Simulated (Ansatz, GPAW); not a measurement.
# Mg/Ir(100) in an electric field, part 2 of 3

How does Mg/Ir(100) screen a perpendicular field?

GPAW 26.7.0 and Ansatz 0.2.0; Ansatz plane waves; slab in vacuum with a dipole correction, relaxation (the session's first sound run).

So far: The structure; Relaxation.

### Step 2. Relaxation (continued)

The electrostatic potential energy of an electron (with the applied field's), less the Fermi level, planar mean oscillates, so the rows of the table below give means over windows of 1.93 Å about each position, cut where the curve ends. Its maxima inside the range that stand out by 2 % of the span (Å: eV): 1.9: 5.56, 8.9: -4.75, 11.0: -4.63, 12.9: -5.13, 14.8: -2.27. Its minima: 8.0: -20.3, 9.9: -20.9, 11.9: -21.0, 13.8: -20.6, 15.7: -14.3.

The electrostatic potential energy of an electron (with the applied field's), less the Fermi level, planar mean by z; means over each step:

```csv
z (Å),"electrostatic potential energy of an electron (with the applied field's), less the Fermi level, planar mean (eV)"
0.96,5.44
2.90,5.56
4.83,5.52
6.76,-0.415
8.69,-13.1
10.62,-13.1
12.55,-13.5
14.48,-10.8
16.41,-5.48
18.34,3.70
20.27,4.04
22.20,4.04
```

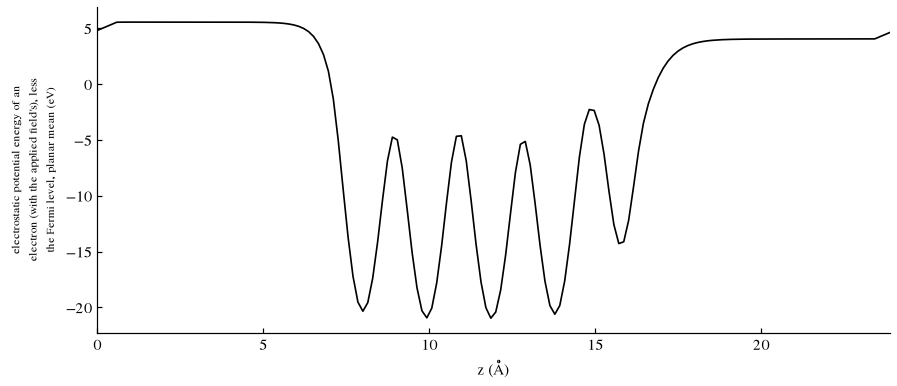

Electrostatic potential energy of an electron (with the applied field's), less the Fermi level, planar mean against z.

The valence density, planar mean oscillates, so the rows of the table below give means over windows of 1.93 Å about each position, cut where the curve ends. Its maxima inside the range that stand out by 2 % of the span (Å: e/Å³): 8.0: 1.94, 9.9: 1.96, 11.9: 1.96, 13.8: 1.95, 15.7: 1.81. Its minima: 8.9: 0.519, 11.0: 0.491, 12.9: 0.519, 15.0: 0.251.

Valence density, planar mean against z; means over each step:

| z (Å) | valence density, planar mean (e/Å³) |
| --- | --- |
| 2.90 | 7.2e-6 |
| 4.83 | 0.00138 |
| 6.76 | 0.334 |
| 8.69 | 1.20 |
| 10.62 | 1.17 |
| 12.55 | 1.21 |
| 14.48 | 0.979 |
| 16.41 | 0.578 |
| 18.34 | 0.00797 |
| 20.27 | 1.4e-4 |

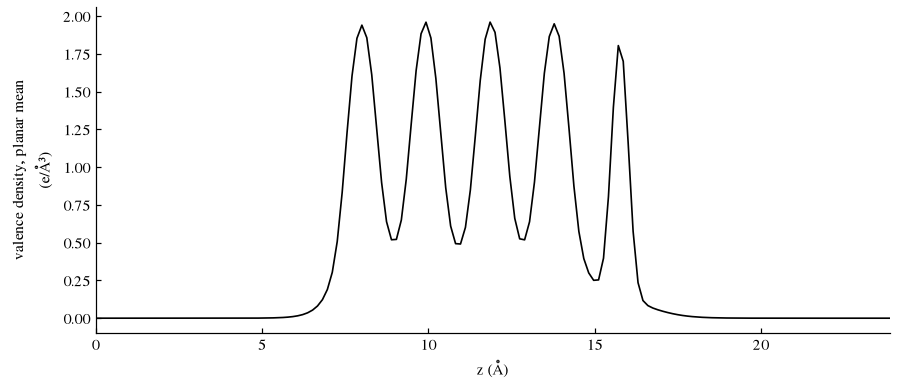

Valence density, planar mean against z.

The relaxation lowered the energy of the cell by 0.148 eV.

### Step 3. Plane waves, PBE

The work function is the vacuum plateau of the electrostatic potential less the Fermi level; a dipole layer lets the two faces have plateaus of their own.

This step: GPAW, PAW setups; slab in vacuum (GPAW 26.7.0).

Contents of run.py:

```python
import json
import numpy as np
from ase import Atoms
from gpaw import GPAW, PW

slab = Atoms(
    ['Ir', 'Ir', 'Ir', 'Ir', 'Mg'],
    positions=[
        [1.35765, 1.35765, 8.00000],
        [0.00000, 0.00000, 9.92000],
        [1.35765, 1.35765, 11.87711],
        [0.00000, 0.00000, 13.78891],
        [1.35765, 1.35765, 15.76099]],
    cell=[[2.71529, 0.0, 0.0], [0.0, 2.71529, 0.0], [0.0, 0.0, 24.01413]],
    pbc=[True, True, False])

slab.calc = GPAW(mode=PW(400), xc='PBE', kpts={'size': (12, 12, 1), 'gamma': True},
                 occupations={'name': 'fermi-dirac', 'width': 0.1}, nbands='140%',
                 convergence={'density': 1e-05}, maxiter=200,
                 poissonsolver={'dipolelayer': 'xy'},
                 symmetry={'tolerance': 1e-3}, txt='slab.txt')
result = {}
energy = slab.get_potential_energy()
fermi = slab.calc.get_fermi_level()
v = slab.calc.get_electrostatic_potential().mean((0, 1)) - fermi
n = slab.calc.get_pseudo_density().mean((0, 1))
L = slab.cell[2, 2]
z = np.arange(len(v)) * L / len(v)
low, high = slab.positions[:, 2].min(), slab.positions[:, 2].max()
below, above = np.interp([low - 5.8, high + 5.8], z, v)
slopes = [np.interp(x, z, np.gradient(v, z)) for x in (low - 5.8, high + 5.8)]
eps = np.array([[slab.calc.get_eigenvalues(k, s) for k in range(len(slab.calc.get_ibz_k_points()))]
                for s in range(slab.calc.get_number_of_spins())]) - fermi
top, bottom = eps[eps < 0].max(), eps[eps > 0].min()
dipole = slab.get_dipole_moment()[2]
print(f'energy {energy:.4f} eV, Fermi level {fermi:.4f} eV, dipole {dipole:.5f} e A')
print(f'potential 5.8 A off the faces, from the Fermi level: lower {below:.4f} eV, upper {above:.4f} eV')
print(f'slope of the potential there: lower {slopes[0]:.5f}, upper {slopes[1]:.5f} eV/A')
print(f'nearest levels on the mesh: {top:.4f} and {bottom:.4f} eV')
print('magnetic moment', round(slab.get_magnetic_moment(), 3))
result.update(energy=energy, fermi=fermi, dipole=dipole, below=below, above=above, slopes=slopes, edges=[top, bottom],
              z=z.tolist(), v=v.tolist(), n=n.tolist(), positions=slab.positions.tolist(),
              forces=slab.get_forces(apply_constraint=False).tolist(), moments=slab.get_magnetic_moments().tolist())
json.dump(result, open('result.json', 'w'))
```

Command:

```
$ OMP_NUM_THREADS=1 OPENBLAS_NUM_THREADS=1 python run.py
```

Numbers of over 12 decimals in the logs are rounded to 6 here.

What it wrote:

```text
energy -37.3532 eV, Fermi level 2.4513 eV, dipole 0.06123 e A
potential 5.8 A off the faces, from the Fermi level: lower 5.5456 eV, upper 4.0444 eV
slope of the potential there: lower -0.00010, upper 0.00037 eV/A
nearest levels on the mesh: -0.0143 and 0.0047 eV
magnetic moment 0.0
```

Wall time 1.9 min (1 thread of Intel Xeon Platinum 8488C (Sapphire Rapids), shared host); peak memory 0.25 GiB.

Numbers from this step:

| Item | Value |
| --- | --- |
| dipole along the normal | 0.06123 e·Å |
| levels nearest the Fermi level on the mesh | -0.01433, 0.004682 eV from the Fermi level |
| upper work function | 4.044 eV |
| lower work function | 5.546 eV |

The electrostatic potential energy of an electron (without an applied field's), less the Fermi level, planar mean oscillates, so the rows of the table below give means over windows of 1.93 Å about each position, cut where the curve ends. Its maxima inside the range that stand out by 2 % of the span (Å: eV): 1.2: 5.55, 9.0: -4.40, 10.9: -4.19, 12.9: -4.67, 14.9: -2.20. Its minima: 8.0: -25.9, 10.0: -26.4, 11.9: -26.6, 13.8: -26.1, 15.8: -12.3.

Electrostatic potential energy of an electron (without an applied field's), less the Fermi level, planar mean against z; means over each step:

```
z (Å)  electrostatic potential energy of an electron (without an applied field's), less the Fermi level, planar mean (eV)
 0.96                                                                                                                5.47
 2.90                                                                                                                5.55
 4.83                                                                                                                5.51
 6.76                                                                                                              -0.393
 8.69                                                                                                               -14.4
10.62                                                                                                               -14.4
12.55                                                                                                               -14.9
14.48                                                                                                               -11.9
16.41                                                                                                               -4.69
18.34                                                                                                                3.70
20.27                                                                                                                4.04
22.20                                                                                                                4.04
```

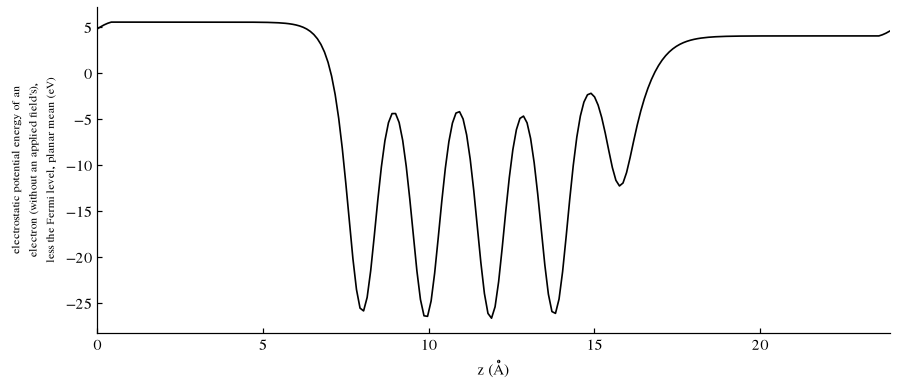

Electrostatic potential energy of an electron (without an applied field's), less the Fermi level, planar mean, plotted against z.

The pseudo valence density, planar mean oscillates, so the rows of the table below give means over windows of 1.93 Å about each position, cut where the curve ends. Its maxima inside the range that stand out by 2 % of the span (Å: e/Å³): 7.9: 1.95, 9.9: 1.97, 11.8: 1.94, 13.7: 1.96, 15.7: 1.71. Its minima: 9.0: 0.491, 10.9: 0.468, 12.9: 0.492, 15.0: 0.250.

The pseudo valence density, planar mean by z; means over each step:

```
z (Å)  pseudo valence density, planar mean (e/Å³)
 2.90                                      7.5e-6
 4.83                                     0.00139
 6.76                                       0.276
 8.69                                        1.06
10.62                                        1.03
12.55                                        1.07
14.48                                       0.898
16.41                                       0.577
18.34                                     0.00798
20.27                                      1.4e-4
```

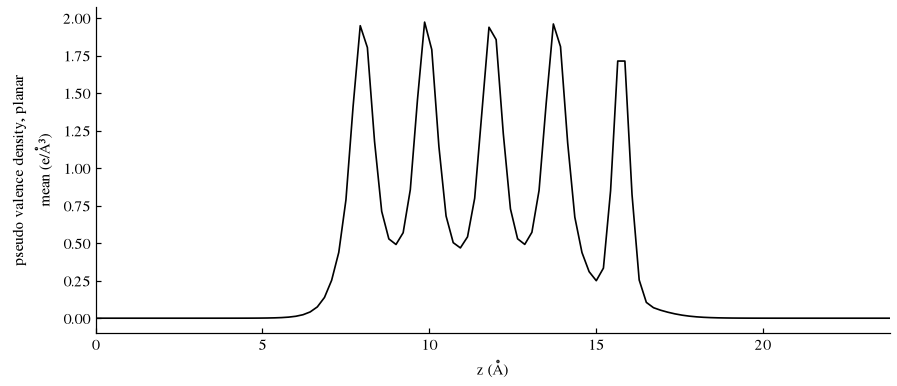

Pseudo valence density, planar mean, plotted against z.

Force by atom:

```csv
atom,x (eV/Å),y (eV/Å),z (eV/Å),size
Ir1,0.000,0.000,0.688,0.688
Ir2,0.000,0.000,-0.654,0.654
Ir3,0.000,0.000,-0.001,0.001
Ir4,0.000,0.000,-0.036,0.036
Mg5,0.000,0.000,0.003,0.003
```

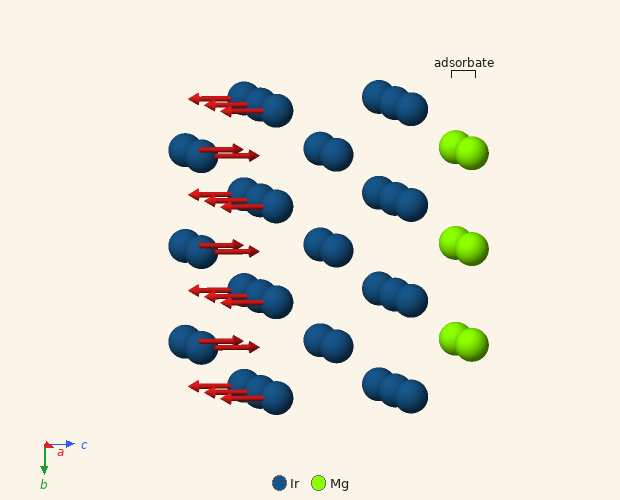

Force as arrows, the longest 0.688 eV/Å. 2×3×1 cells are drawn. Some periodic images of atoms are drawn too.

The potential is flat to 3.7e-4 eV/Å where it is read, so the vacuum is wide enough. The geometry is the other program's minimum; here the largest force on a free atom is 0.036 eV/Å.

### Step 4. Field on

A uniform field along the normal polarises the slab; the atoms stay fixed, so this is the electronic response alone.

run.py, as its differences from that of step 3:

```diff
@@ -4,2 +4,3 @@
 from gpaw import GPAW, PW
+from gpaw.external import ConstantElectricField
 
@@ -20,2 +21,3 @@
                  poissonsolver={'dipolelayer': 'xy'},
+                 external=ConstantElectricField(-0.2, [0, 0, 1]),
                  symmetry={'tolerance': 1e-3}, txt='slab.txt')
```

What it wrote:

```text
energy -37.3502 eV, Fermi level 2.4375 eV, dipole -0.03298 e A
potential 5.8 A off the faces, from the Fermi level: lower 4.4178 eV, upper 5.2269 eV
slope of the potential there: lower -0.00008, upper 0.00062 eV/A
nearest levels on the mesh: -0.0141 and 0.0049 eV
magnetic moment 0.0
```

Run time: 3.9 min. Hardware: 1 thread; peak memory 0.45 GiB.

Numbers from this step:

```
dipole along the normal                                         : -0.03298 e·Å
levels nearest the Fermi level on the mesh                      : -0.01412, 0.004894 eV from the Fermi level
potential below the slab, the applied field's own ramp left out : 4.418 eV from the Fermi level
potential above the slab, the applied field's own ramp left out : 5.227 eV from the Fermi level
```

The electrostatic potential energy of an electron (without an applied field's), less the Fermi level, planar mean oscillates, so the rows of the table below give means over windows of 1.93 Å about each position, cut where the curve ends. Its maxima inside the range that stand out by 2 % of the span (Å: eV): 9.0: -5.00, 10.9: -4.41, 12.9: -4.50, 14.9: -1.61. Its minima: 8.0: -26.6, 10.0: -26.9, 11.9: -26.7, 13.8: -25.8, 15.8: -11.5.

The electrostatic potential energy of an electron (without an applied field's), less the Fermi level, planar mean by z; means over each step:

```csv
z (Å),"electrostatic potential energy of an electron (without an applied field's), less the Fermi level, planar mean (eV)"
0.96,4.46
2.90,4.42
4.83,4.39
6.76,-1.41
8.69,-15.1
10.62,-14.7
12.55,-14.8
14.48,-11.4
16.41,-3.81
18.34,4.84
20.27,5.22
22.20,5.23
```

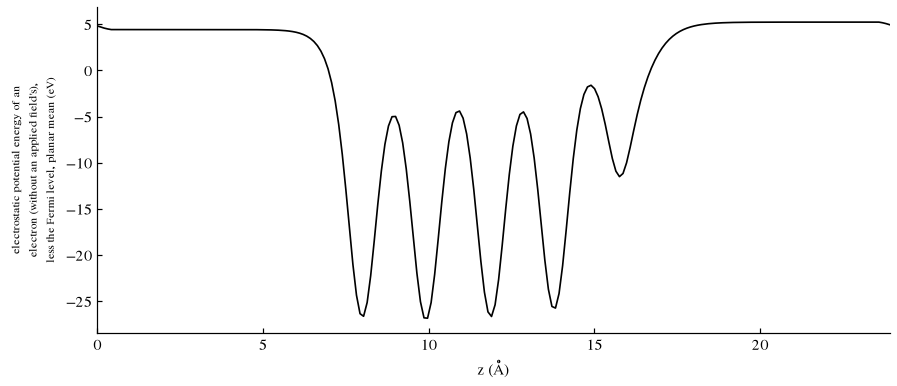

Electrostatic potential energy of an electron (without an applied field's), less the Fermi level, planar mean against z.

Force by atom:

| atom | x (eV/Å) | y (eV/Å) | z (eV/Å) | size |
| --- | --- | --- | --- | --- |
| Ir1 | 0.000 | 0.000 | 0.685 | 0.685 |
| Ir2 | 0.000 | 0.000 | -0.656 | 0.656 |
| Ir3 | 0.000 | 0.000 | -0.005 | 0.005 |
| Ir4 | 0.000 | 0.000 | -0.041 | 0.041 |
| Mg5 | 0.000 | 0.000 | 0.006 | 0.006 |

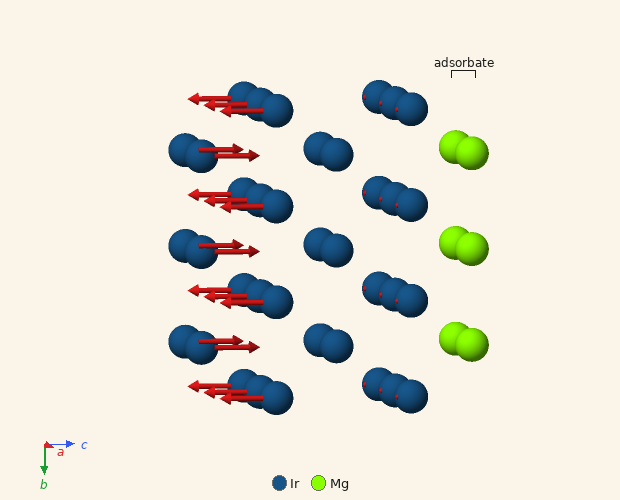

Force as arrows, the longest 0.685 eV/Å. 2×3×1 cells are drawn. Some periodic images of atoms are drawn too.

The dipole is now -0.0330 e Å, against 0.061 in the run without a field.

### Step 5. Field on

run.py, as its differences from that of step 4:

```diff
@@ -21,3 +21,3 @@
                  poissonsolver={'dipolelayer': 'xy'},
-                 external=ConstantElectricField(-0.2, [0, 0, 1]),
+                 external=ConstantElectricField(-0.1, [0, 0, 1]),
                  symmetry={'tolerance': 1e-3}, txt='slab.txt')
```

What it wrote:

```text
energy -37.3494 eV, Fermi level 2.4450 eV, dipole 0.01410 e A
potential 5.8 A off the faces, from the Fermi level: lower 4.9804 eV, upper 4.6341 eV
slope of the potential there: lower -0.00010, upper 0.00048 eV/A
nearest levels on the mesh: -0.0143 and 0.0052 eV
magnetic moment 0.0
```

Elapsed: 5 min, on 1 thread; peak memory 0.45 GiB.

Numbers from this step:

```
dipole along the normal                                         : 0.01410 e·Å
levels nearest the Fermi level on the mesh                      : -0.01426, 0.005196 eV from the Fermi level
potential below the slab, the applied field's own ramp left out : 4.980 eV from the Fermi level
potential above the slab, the applied field's own ramp left out : 4.634 eV from the Fermi level
```

The electrostatic potential energy of an electron (without an applied field's), less the Fermi level, planar mean oscillates, so the rows of the table below give means over windows of 1.93 Å about each position, cut where the curve ends. Its maxima inside the range that stand out by 2 % of the span (Å: eV): 9.0: -4.70, 10.9: -4.30, 12.9: -4.59, 14.9: -1.90. Its minima: 8.0: -26.3, 10.0: -26.6, 11.9: -26.7, 13.8: -25.9, 15.8: -11.9.

Table of electrostatic potential energy of an electron (without an applied field's), less the Fermi level, planar mean by z; means over each step:

```csv
z (Å),"electrostatic potential energy of an electron (without an applied field's), less the Fermi level, planar mean (eV)"
0.96,4.96
2.90,4.98
4.83,4.95
6.76,-0.904
8.69,-14.7
10.62,-14.5
12.55,-14.8
14.48,-11.7
16.41,-4.25
18.34,4.27
20.27,4.63
22.20,4.63
```

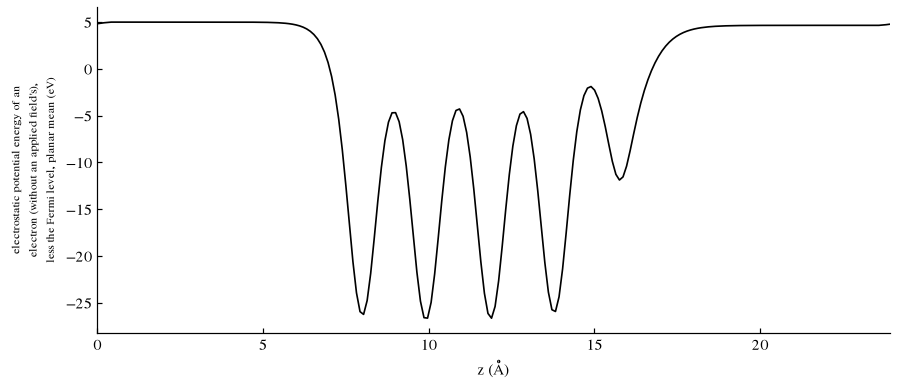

Electrostatic potential energy of an electron (without an applied field's), less the Fermi level, planar mean, plotted against z.

Force by atom:

| atom | x (eV/Å) | y (eV/Å) | z (eV/Å) | size |
| --- | --- | --- | --- | --- |
| Ir1 | 0.000 | 0.000 | 0.691 | 0.691 |
| Ir2 | 0.000 | 0.000 | -0.653 | 0.653 |
| Ir3 | 0.000 | 0.000 | -0.001 | 0.001 |
| Ir4 | 0.000 | 0.000 | -0.038 | 0.038 |
| Mg5 | 0.000 | 0.000 | 0.005 | 0.005 |

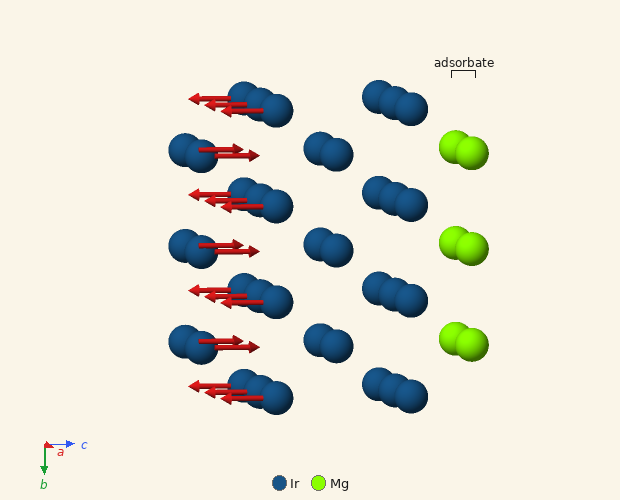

Force as arrows, the longest 0.691 eV/Å. 2×3×1 cells are drawn. Some periodic images of atoms are drawn too.

The dipole is now 0.0141 e Å, against 0.061 in the run without a field.

### Step 6. Field on

run.py, as its differences from that of step 5:

```diff
@@ -21,3 +21,3 @@
                  poissonsolver={'dipolelayer': 'xy'},
-                 external=ConstantElectricField(-0.1, [0, 0, 1]),
+                 external=ConstantElectricField(-0.05, [0, 0, 1]),
                  symmetry={'tolerance': 1e-3}, txt='slab.txt')
```

What it wrote:

```text
energy -37.3507 eV, Fermi level 2.4484 eV, dipole 0.03766 e A
potential 5.8 A off the faces, from the Fermi level: lower 5.2630 eV, upper 4.3385 eV
slope of the potential there: lower -0.00010, upper 0.00042 eV/A
nearest levels on the mesh: -0.0142 and 0.0049 eV
magnetic moment 0.0
```

It took 5.2 min on 1 thread; peak memory 0.45 GiB.

The electrostatic potential energy of an electron (without an applied field's), less the Fermi level, planar mean oscillates, so the rows of the table below give means over windows of 1.93 Å about each position, cut where the curve ends. Its maxima inside the range that stand out by 2 % of the span (Å: eV): 9.0: -4.55, 10.9: -4.25, 12.9: -4.63, 14.9: -2.05. Its minima: 8.0: -26.1, 10.0: -26.5, 11.9: -26.7, 13.8: -26.0, 15.8: -12.1.

The electrostatic potential energy of an electron (without an applied field's), less the Fermi level, planar mean by z; means over each step:

```csv
z (Å),"electrostatic potential energy of an electron (without an applied field's), less the Fermi level, planar mean (eV)"
0.96,5.22
2.90,5.26
4.83,5.23
6.76,-0.648
8.69,-14.6
10.62,-14.5
12.55,-14.8
14.48,-11.8
16.41,-4.47
18.34,3.98
20.27,4.33
22.20,4.34
```

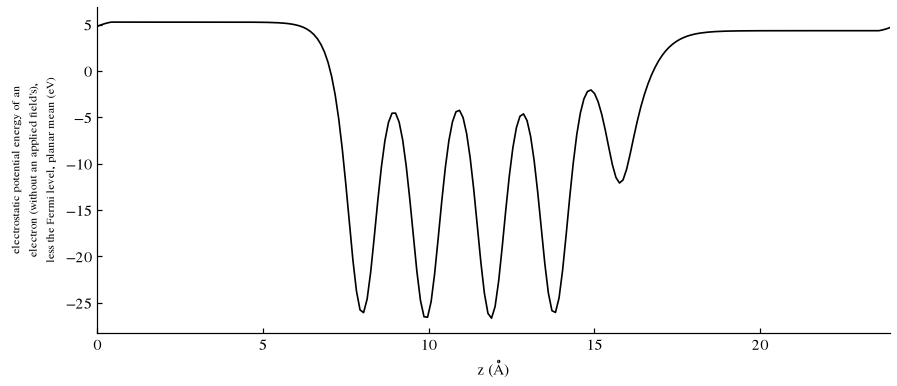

Electrostatic potential energy of an electron (without an applied field's), less the Fermi level, planar mean, plotted against z.

### Step 7. Field on

run.py, as its differences from that of step 6:

```diff
@@ -21,3 +21,3 @@
                  poissonsolver={'dipolelayer': 'xy'},
-                 external=ConstantElectricField(-0.05, [0, 0, 1]),
+                 external=ConstantElectricField(0.05, [0, 0, 1]),
                  symmetry={'tolerance': 1e-3}, txt='slab.txt')
```

What it wrote:

```text
energy -37.3569 eV, Fermi level 2.4538 eV, dipole 0.08458 e A
potential 5.8 A off the faces, from the Fermi level: lower 5.8280 eV, upper 3.7519 eV
slope of the potential there: lower -0.00010, upper 0.00033 eV/A
nearest levels on the mesh: -0.0144 and 0.0050 eV
magnetic moment 0.0
```

Wall time 4.1 min (1 thread); peak memory 0.45 GiB.

(Part 2 of 3 ends here.)

[Logs are printed without paths, hosts, clocks, repeated set-up lines and the standing remarks that a program may print on its own settings, such as how far it seeks lower states.]

[Hosts, paths, dates, database ids (printed as entryN), source tags and the programs' standing remarks are cut or masked in the printed files.]
